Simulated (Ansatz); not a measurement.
# Geometry relaxation, with input and output: BH4O2F (part 1 of 2)

BH4O2F, computed with RKS PBE-D4/6-31G* (Ansatz 0.2.0).

It belongs to a series of runs on one base structure; here: end point A relaxed. Figures and captions count atoms from 1; the log counts them from 0 in places.

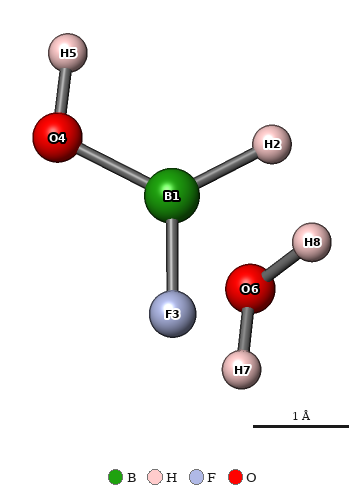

Figure 1. The structure as given in the input (ball-and-stick view, seen at a tilt; atoms are numbered from 1 in the order of the input). Bond lengths as drawn: B–F 1.35 Å, B–H 1.20 Å, B–O 1.36 Å and H–O 0.98 to 0.99 Å.

### Input file
```yaml
crystal:
  periodic: [false, false, false]
  atoms:
    - { symbol: B, position_ang: [-0.035884, -0.313832, 0.014074] }
    - { symbol: H, position_ang: [-0.198678, -0.601175, 1.167473] }
    - { symbol: F, position_ang: [1.210025, -0.022253, -0.401416] }
    - { symbol: O, position_ang: [-1.009702, -0.389227, -0.930781] }
    - { symbol: H, position_ang: [-1.8702, -0.597691, -0.522058] }
    - { symbol: O, position_ang: [-0.104431, 1.976383, 1.258476] }
    - { symbol: H, position_ang: [0.776471, 2.084174, 0.844885] }
    - { symbol: H, position_ang: [0.016199, 1.147521, 1.790846] }
basis:
  gaussian: { orbitals: "6-31G*" }
hamiltonian:
  xc: pbe
  dispersion: d4
relax:
  f_tol: 0.03
  max_steps: 50
```

Run as:
```bash
ansatz run input.yaml --threads 1 --pin off --max-ram 2048MiB --backend cpu --events-out ev --progress --plain --runs-dir out
```

### What the program printed
```
The last accepted step is kept in [file] (removed where the run ends without a failure and the disk answers)
Engine: ansatz 0.2.0, aarch64-unknown-linux-gnu
Functional definition: PBE
  parameter kappa = 0.804
  parameter beta = 0.06672455060314922
  exchange = pbe_x(kappa = kappa, mu = beta*pi^2/3)
  correlation = pbe_c(beta = beta)
727 factors; their error is unknown
mean field evaluation 1: about -7538.1725 eV, gradient 7.0e1 eV
mean field evaluation 2: about -7512.2699 eV, gradient 1.4e2 eV
mean field evaluation 4: about -7546.2848 eV, gradient 8.2e0 eV
mean field evaluation 8: about -7546.3825 eV, gradient 2.3e-1 eV
mean field evaluation 16: about -7546.3440 eV, gradient 6.4e-5 eV
mean field -7546.34397204 eV, -277.3230258767 hartree, gradient 6.4e-5 eV, S^2 0.000000; 0 other end points of the search recorded, 0 dependent functions left out
the calculation of the forces begins
reference -7546.34399282 eV, -277.3230266405 hartree; 17, 17 occupied and 51, 51 virtual orbitals, 727 factors
relax step   1: F+E_penalty+E_count = -7546.42870028 eV  Δ(F+E_penalty+E_count) = +0.000e0 eV  max|allowed force component| = 6.837e-1 eV/Å  Δτ_max = 0.0000 Å  (24 SCF iters, accepted)
these checks for a lower state are left out or cut short: starts, cluster_reference, orbital_swaps, neighbouring_geometries, increment
727 factors; their error is unknown
mean field -7546.38170080 eV, -277.3244123833 hartree, gradient 2.1e-5 eV, S^2 0.000000; 0 other end points of the search recorded, 0 dependent functions left out
[... from here on the field's lines of each further geometry are left out, up to the last ...]
relax step   2: F+E_penalty+E_count = -7546.46601569 eV  Δ(F+E_penalty+E_count) = -3.732e-2 eV  max|allowed force component| = 1.021e0 eV/Å  Δτ_max = 0.1958 Å  (26 SCF iters, accepted)
relax step   3: F+E_penalty+E_count = -7546.48059644 eV  Δ(F+E_penalty+E_count) = -1.458e-2 eV  max|allowed force component| = 7.658e-1 eV/Å  Δτ_max = 0.0376 Å  (26 SCF iters, accepted)
relax step   4: F+E_penalty+E_count = -7546.49039022 eV  Δ(F+E_penalty+E_count) = -9.794e-3 eV  max|allowed force component| = 7.847e-1 eV/Å  Δτ_max = 0.1718 Å  (27 SCF iters, accepted)
relax step   5: F+E_penalty+E_count = -7546.50818854 eV  Δ(F+E_penalty+E_count) = -1.780e-2 eV  max|allowed force component| = 5.250e-1 eV/Å  Δτ_max = 0.0845 Å  (28 SCF iters, accepted)
relax step   6: F+E_penalty+E_count = -7546.52666282 eV  Δ(F+E_penalty+E_count) = -1.847e-2 eV  max|allowed force component| = 3.404e-1 eV/Å  Δτ_max = 0.2000 Å  (26 SCF iters, accepted)
relax step   7: F+E_penalty+E_count = -7546.53395834 eV  Δ(F+E_penalty+E_count) = -7.296e-3 eV  max|allowed force component| = 2.316e-1 eV/Å  Δτ_max = 0.0477 Å  (27 SCF iters, accepted)
relax step   8: F+E_penalty+E_count = -7546.53940137 eV  Δ(F+E_penalty+E_count) = -5.443e-3 eV  max|allowed force component| = 3.069e-1 eV/Å  Δτ_max = 0.0790 Å  (27 SCF iters, accepted)
relax step   9: F+E_penalty+E_count = -7546.54269077 eV  Δ(F+E_penalty+E_count) = -3.289e-3 eV  max|allowed force component| = 2.726e-1 eV/Å  Δτ_max = 0.0359 Å  (26 SCF iters, accepted)
relax step  10: F+E_penalty+E_count = -7546.54515998 eV  Δ(F+E_penalty+E_count) = -2.469e-3 eV  max|allowed force component| = 2.641e-1 eV/Å  Δτ_max = 0.0454 Å  (26 SCF iters, accepted)
relax step  11: F+E_penalty+E_count = -7546.54712628 eV  Δ(F+E_penalty+E_count) = -1.966e-3 eV  max|allowed force component| = 1.451e-1 eV/Å  Δτ_max = 0.0452 Å  (26 SCF iters, accepted)
relax step  12: F+E_penalty+E_count = -7546.54890773 eV  Δ(F+E_penalty+E_count) = -1.781e-3 eV  max|allowed force component| = 1.352e-1 eV/Å  Δτ_max = 0.0833 Å  (26 SCF iters, accepted)
relax step  13: F+E_penalty+E_count = -7546.54929651 eV  Δ(F+E_penalty+E_count) = -3.888e-4 eV  max|allowed force component| = 1.552e-1 eV/Å  Δτ_max = 0.0170 Å  (27 SCF iters, accepted)
relax step  14: F+E_penalty+E_count = -7546.52081247 eV  Δ(F+E_penalty+E_count) = +2.848e-2 eV  max|allowed force component| = 1.019e0 eV/Å  Δτ_max = 0.1928 Å  (26 SCF iters, rejected (line search))
relax step  15: F+E_penalty+E_count = -7546.55319337 eV  Δ(F+E_penalty+E_count) = -3.897e-3 eV  max|allowed force component| = 7.659e-2 eV/Å  Δτ_max = 0.0964 Å  (27 SCF iters, accepted)
relax step  16: F+E_penalty+E_count = -7546.55127623 eV  Δ(F+E_penalty+E_count) = +1.917e-3 eV  max|allowed force component| = 5.158e-1 eV/Å  Δτ_max = 0.0988 Å  (26 SCF iters, rejected (line search))
relax step  17: F+E_penalty+E_count = -7546.54494169 eV  Δ(F+E_penalty+E_count) = +8.252e-3 eV  max|allowed force component| = 4.365e-1 eV/Å  Δτ_max = 0.0494 Å  (27 SCF iters, rejected (line search))
relax step  18: F+E_penalty+E_count = -7546.55459911 eV  Δ(F+E_penalty+E_count) = -1.406e-3 eV  max|allowed force component| = 2.608e-2 eV/Å  Δτ_max = 0.0241 Å  (27 SCF iters, accepted)
relax step  19: F+E_penalty+E_count = -7546.55659118 eV  Δ(F+E_penalty+E_count) = -1.992e-3 eV  max|allowed force component| = 8.941e-2 eV/Å  Δτ_max = 0.0488 Å  (26 SCF iters, accepted)
relax step  20: F+E_penalty+E_count = -7546.55893253 eV  Δ(F+E_penalty+E_count) = -2.341e-3 eV  max|allowed force component| = 2.688e-1 eV/Å  Δτ_max = 0.0733 Å  (27 SCF iters, accepted)
relax step  21: F+E_penalty+E_count = -7546.56111206 eV  Δ(F+E_penalty+E_count) = -2.180e-3 eV  max|allowed force component| = 4.549e-1 eV/Å  Δτ_max = 0.0885 Å  (27 SCF iters, accepted)
relax step  22: F+E_penalty+E_count = -7546.56766309 eV  Δ(F+E_penalty+E_count) = -6.551e-3 eV  max|allowed force component| = 3.419e-1 eV/Å  Δτ_max = 0.0828 Å  (26 SCF iters, accepted)
relax step  23: F+E_penalty+E_count = -7546.57160252 eV  Δ(F+E_penalty+E_count) = -3.939e-3 eV  max|allowed force component| = 2.181e-1 eV/Å  Δτ_max = 0.0381 Å  (26 SCF iters, accepted)
relax step  24: F+E_penalty+E_count = -7546.57078533 eV  Δ(F+E_penalty+E_count) = +8.172e-4 eV  max|allowed force component| = 5.778e-1 eV/Å  Δτ_max = 0.1566 Å  (24 SCF iters, rejected (line search))
relax step  25: F+E_penalty+E_count = -7546.57703640 eV  Δ(F+E_penalty+E_count) = -5.434e-3 eV  max|allowed force component| = 1.166e-1 eV/Å  Δτ_max = 0.0776 Å  (26 SCF iters, accepted)
relax step  26: F+E_penalty+E_count = -7546.58160579 eV  Δ(F+E_penalty+E_count) = -4.569e-3 eV  max|allowed force component| = 6.425e-2 eV/Å  Δτ_max = 0.0938 Å  (26 SCF iters, accepted)
relax step  27: F+E_penalty+E_count = -7546.57314346 eV  Δ(F+E_penalty+E_count) = +8.462e-3 eV  max|allowed force component| = 7.729e-1 eV/Å  Δτ_max = 0.1428 Å  (27 SCF iters, rejected (line search))
relax step  28: F+E_penalty+E_count = -7546.58628563 eV  Δ(F+E_penalty+E_count) = -4.680e-3 eV  max|allowed force component| = 3.369e-2 eV/Å  Δτ_max = 0.0714 Å  (26 SCF iters, accepted)
relax step  29: F+E_penalty+E_count = -7546.58704005 eV  Δ(F+E_penalty+E_count) = -7.544e-4 eV  max|allowed force component| = 2.310e-1 eV/Å  Δτ_max = 0.0747 Å  (25 SCF iters, accepted)
the calculation of the forces begins
reference -7546.49787659 eV, -277.3286817648 hartree; 17, 17 occupied and 51, 51 virtual orbitals, 727 factors
relax step  30: F+E_penalty+E_count = -7546.58815442 eV  Δ(F+E_penalty+E_count) = -1.114e-3 eV  max|allowed force component| = 2.665e-2 eV/Å  Δτ_max = 0.0108 Å  (28 SCF iters, accepted)
727 factors; their error is unknown
mean field evaluation 224: about -7546.2307 eV, gradient 1.2e1 eV
```

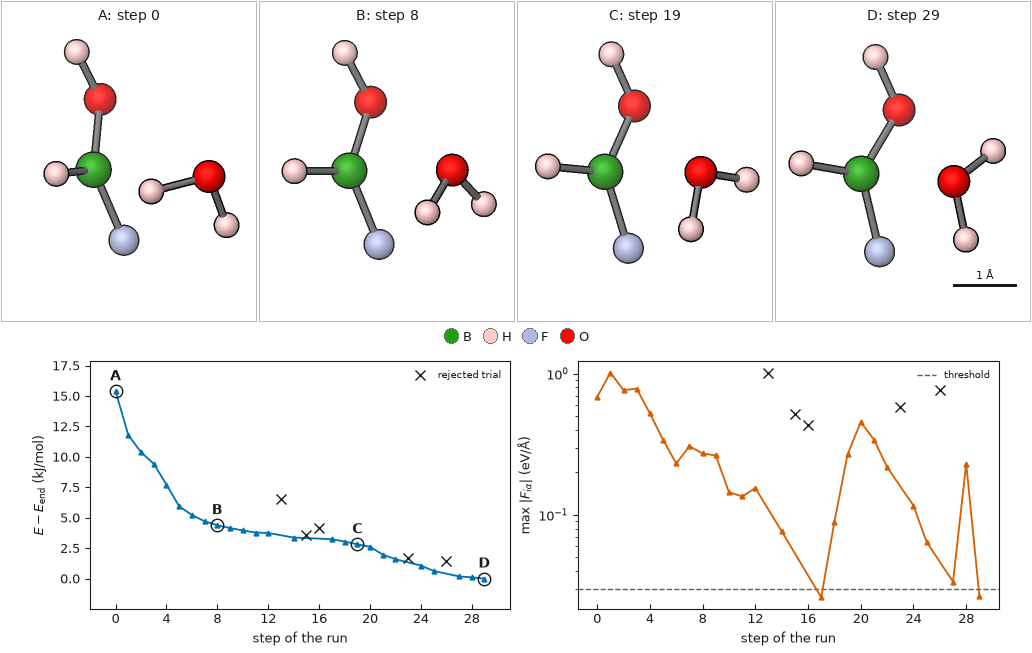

Figure 2. Frames of the relaxation (ball-and-stick view, seen at a tilt) above the curves, on which the letters mark them (the first geometry is step 0 here and step 1 in the log).

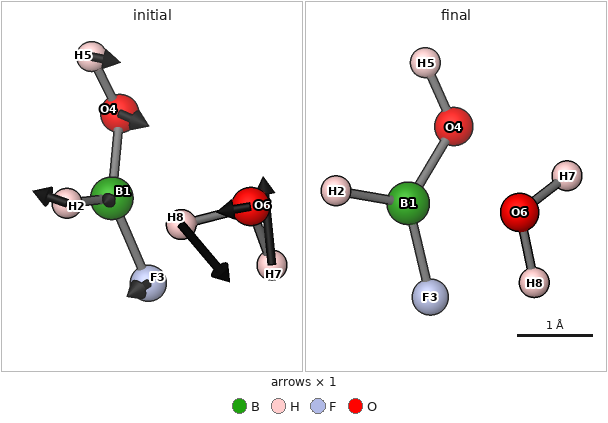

Figure 3. Before (left) and after (right) the relaxation, at one scale (ball-and-stick view, seen at a tilt). The black arrows give the displacements, at true length. The atom that moves furthest after the best rigid fit is H7 (1.20 Å). By element the largest moves are H 1.20 Å, O 0.49 Å, F 0.45 Å, B 0.22 Å. Distances before and after: B1–O4 1.359 → 1.383 Å, B1–F3 1.345 → 1.358 Å, O6–H8 0.992 → 0.980 Å, B1–H2 1.200 → 1.207 Å. Among the angles that change: F3–B1–O4 117.4° → 115.4°. After 29 geometry steps the energy has fallen by 15.4 kJ/mol. The largest force component goes from 0.68 to 0.027 eV/Å. The line search rejected the trial steps at points 13, 15, 16, 23, 26 (counted from 0) and went back. (Atoms are counted from 1 in the order of the input.)

```
mean field -7546.49785494 eV, -277.3286809691 hartree, gradient 1.1e-5 eV, S^2 0.000000; 1 other end points of the search recorded, 0 dependent functions left out
the calculation of the forces begins
reference -7546.49787659 eV, -277.3286817648 hartree; 17, 17 occupied and 51, 51 virtual orbitals, 727 factors
Total energy: -7546.58817607 eV, -277.3320002094 hartree
Atom 0 at    -0.004199    -0.362271     0.230592 Å, force     0.015767    -0.018489     0.026650 eV/Å
Atom 1 at    -0.439408    -1.091427     1.088450 Å, force     0.000390    -0.001047    -0.013314 eV/Å
Atom 2 at     1.340429    -0.242034     0.083289 Å, force    -0.017510     0.007552     0.004439 eV/Å
Atom 3 at    -0.759567     0.071990    -0.843630 Å, force    -0.009778     0.008746    -0.016918 eV/Å
Atom 4 at    -1.690557    -0.187368    -0.713414 Å, force     0.000562    -0.004345    -0.001086 eV/Å
Atom 5 at    -0.123690     1.508561     1.396017 Å, force     0.009388     0.006021     0.002790 eV/Å
Atom 6 at    -0.390838     1.980871     0.578577 Å, force    -0.000307    -0.001037    -0.001301 eV/Å
Atom 7 at     0.851631     1.605577     1.401618 Å, force     0.001489     0.002599    -0.001261 eV/Å
Dipole moment:    -0.218834     0.310722    -0.012010 e Å
```

### Trajectory as extended XYZ (Å, eV, eV/Å), 30 frames, from step=1 to step=30
```
8
Properties=species:S:1:pos:R:3:forces:R:3 step=1 energy=-7546.42870
B    -0.0359   -0.3138    0.0141    0.0501   0.1454  -0.2470
H    -0.1987   -0.6012    1.1675   -0.0705  -0.3173   0.1858
F     1.2100   -0.0223   -0.4014    0.0058  -0.0073   0.0050
O    -1.0097   -0.3892   -0.9308   -0.0041  -0.0050   0.0032
H    -1.8702   -0.5977   -0.5221   -0.0169  -0.0043  -0.0070
O    -0.1044    1.9764    1.2585    0.0527  -0.5009   0.2470
H     0.7765    2.0842    0.8449    0.0077   0.0058  -0.0021
H     0.0162    1.1475    1.7908   -0.0247   0.6837  -0.1849
8
Properties=species:S:1:pos:R:3:forces:R:3 step=2 energy=-7546.46602
B    -0.0434   -0.3401    0.0032    0.0488  -0.0394   0.1052
H    -0.1987   -0.7470    1.1358   -0.0228  -0.0087  -0.0508
F     1.2012   -0.0226   -0.3986    0.0215   0.0311  -0.0033
O    -1.0185   -0.3681   -0.9439   -0.0742   0.0526  -0.0209
H    -1.8766   -0.6070   -0.5450    0.0327  -0.0021  -0.0211
O    -0.1190    1.9794    1.2058    0.3359  -1.0207   0.9239
H     0.7838    2.1014    0.8428   -0.0603   0.0220  -0.0959
H     0.0550    1.2880    1.9216   -0.2815   0.9652  -0.8371
8
Properties=species:S:1:pos:R:3:forces:R:3 step=3 energy=-7546.48060
B    -0.0291   -0.3558    0.0047   -0.0603   0.1536   0.0674
H    -0.1863   -0.7649    1.1339    0.0024  -0.0847  -0.0360
F     1.2144   -0.0349   -0.3986    0.0245  -0.0110  -0.0017
O    -1.0163   -0.3327   -0.9315   -0.0042  -0.0458  -0.0194
H    -1.8716   -0.5809   -0.5331    0.0249   0.0140  -0.0128
O    -0.1339    1.9669    1.1996    0.2686  -0.7658   0.7148
H     0.7617    2.0837    0.8185   -0.0545   0.0055  -0.0642
H     0.0449    1.3025    1.9280   -0.2014   0.7342  -0.6481
8
Properties=species:S:1:pos:R:3:forces:R:3 step=4 energy=-7546.49039
B    -0.0219   -0.3446   -0.0011   -0.1044  -0.2007   0.0445
H    -0.1867   -0.7709    1.1154   -0.0161  -0.0518   0.0516
F     1.2351   -0.0807   -0.4093   -0.0043   0.1792   0.0127
O    -1.0013   -0.3234   -0.9486    0.0306   0.0797  -0.0149
H    -1.8638   -0.5498   -0.5531    0.0276   0.0235   0.0077
O    -0.1647    1.9224    1.2334    0.4932  -0.4648   0.4096
H     0.6833    2.0209    0.7363   -0.2817  -0.0610   0.2734
H     0.1038    1.4100    2.0484   -0.1449   0.4959  -0.7847
8
Properties=species:S:1:pos:R:3:forces:R:3 step=5 energy=-7546.50819
B    -0.0312   -0.3783   -0.0045   -0.0554   0.2787   0.1571
H    -0.2009   -0.8172    1.1055   -0.0025  -0.1849   0.0007
F     1.2191   -0.0453   -0.3867    0.0047  -0.0321  -0.0380
O    -1.0086   -0.3105   -0.9520    0.0166  -0.0461  -0.0431
H    -1.8699   -0.5661   -0.5714    0.0396   0.0123   0.0001
O    -0.1616    1.8668    1.2061    0.5250  -0.1123   0.2649
H     0.6978    2.0501    0.7571   -0.3331  -0.0713   0.0599
H     0.1391    1.4844    2.0675   -0.1950   0.1558  -0.4017
8
Properties=species:S:1:pos:R:3:forces:R:3 step=6 energy=-7546.52666
B    -0.0358   -0.3870    0.0505   -0.0443   0.0703  -0.1141
H    -0.2353   -0.9747    1.0912   -0.0056   0.0741  -0.0485
F     1.2317   -0.0275   -0.2604   -0.1120  -0.0281   0.0201
O    -0.9750   -0.2362   -0.9338    0.1402  -0.0016   0.1898
H    -1.8519   -0.5024   -0.5987    0.0174  -0.0136  -0.0242
O    -0.1900    1.8622    1.2423    0.3404  -0.1011  -0.0865
H     0.5486    2.0763    0.6264   -0.2423  -0.0580   0.1078
H     0.2915    1.4732    2.0039   -0.0938   0.0578  -0.0445
8
Properties=species:S:1:pos:R:3:forces:R:3 step=7 energy=-7546.53396
B    -0.0327   -0.3670    0.0530   -0.0497   0.0147   0.0285
H    -0.2331   -0.9423    1.0995    0.0000   0.0282  -0.0476
F     1.2364   -0.0226   -0.2663   -0.0411   0.0064  -0.0056
O    -0.9707   -0.2276   -0.9310    0.0592   0.0163   0.0848
H    -1.8472   -0.4921   -0.5942    0.0187  -0.0066  -0.0193
O    -0.1963    1.8236    1.2332    0.2316  -0.0957  -0.0165
H     0.5372    2.0316    0.6142   -0.1216   0.0044   0.0181
H     0.2903    1.4804    2.0131   -0.0973   0.0324  -0.0424
```
